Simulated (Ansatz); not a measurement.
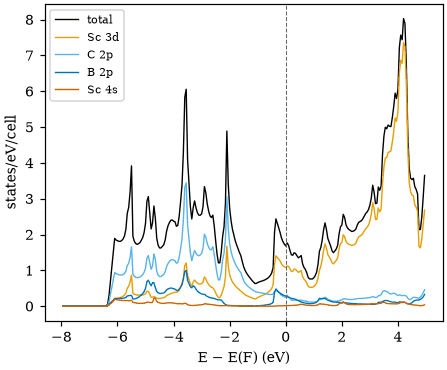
Figure. Total and projected density of states of Sc2BC2 in space group I4/mmm (No. 139; B on 2a, Sc on 4e, C on 4e), r²SCAN (plane waves, PAW; program Ansatz)

Task: Which orbitals carry the states next to the Fermi level?

Result: Within 0.5 eV of the Fermi level: Sc 3d 63 %, C 2p 16 %, B 2p 16 %. Projections are on Löwdin-orthogonalised atomic valence shells; empty p or d shells of many metals are not among them.

Task: Where is the tallest occupied peak in this window, and what makes it?

Result: Near -3.5 eV, about 6.1 states/eV per cell; the largest projected share is C 2p.

The workflow started from an entry of the Crystallography Open Database (COD). Its standing as an ambient phase is unchecked. The cell was relaxed with r²SCAN under the symmetry of its start; whether a distortion lowers the energy is not shown. No spin polarisation was allowed.

Potentials: the later of the program's two PAW sets.
